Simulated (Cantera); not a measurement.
A closed system holds: 1 mol TiO₂, 0.34 mol C, 11 mol H₂, at 1177 °C.

These are equilibrium values from Cantera (NASA tables, ideal gas, pure condensed phases), not measurements of a reactor. Candidate condensed phases: C, C₆H₆, C₇H₈, C₈H₁₈, H₂O, Ti, TiC, TiO, TiO₂, Ti₂O₃, Ti₃O₅, Ti₄O₇; 113 gas species. Mutual solubility and eutectic melting of coexisting phases are not modelled. Condensed phases not in the tables: Magnéli phases beyond Ti₄O₇. The numbers say what is thermodynamically allowed, not how fast it happens.

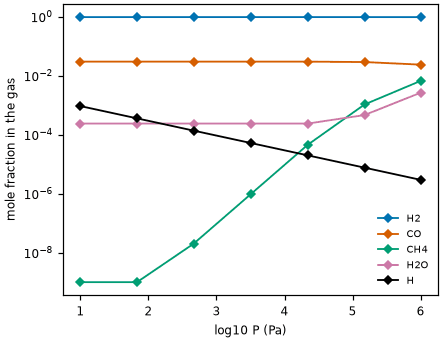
Figure: Equilibrium gas composition (values under 1e-9 drawn at 1e-9)

From 0.000100 bar to 0.220 bar the condensed part is Ti₂O₃(s) + Ti₃O₅(s). At 1.50 bar the condensed part is Ti₃O₅(s). At 10.0 bar the condensed part is Ti₃O₅(s) + Ti₄O₇(s).
